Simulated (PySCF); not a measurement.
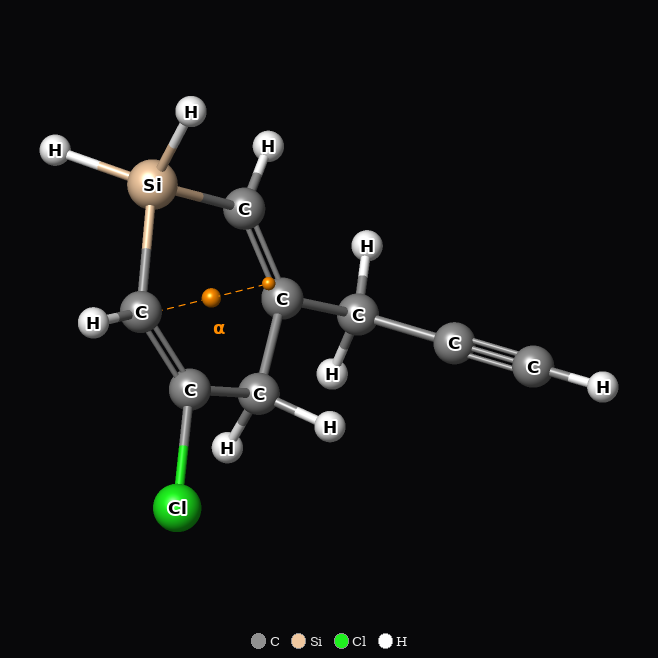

The small points mark where nucleus-independent chemical shifts (NICS) were computed: at the centre of each lettered ring and 1 Å above and below it. The computed structure is the end point of a GFN2-xTB optimisation. No frequency run is at hand to confirm it as a minimum. Method: GIAO PBE0/pcSseg-1 NMR shielding, non-relativistic, gas phase (PySCF 2.14.0).

Give NICS(0), NICS(1) and the out-of-plane component NICS(1)zz for each ring (means of the two sides).

| ring | members | NICS(0) | NICS(1) | NICS(1)zz |
| --- | --- | --- | --- | --- |
| α | C5Si | −0.1 | −1.4 | 2.3 |

Values in ppm.

Question. What do the values say about the ring currents?

Answer. Ring α: weak, as in a non-aromatic ring. NICS is one index among several.

The geometry is semi-empirical. Around Si such bond lengths and angles can be off by a tenth of an ångström or more and by several degrees, and values that hang on the shape move with them.
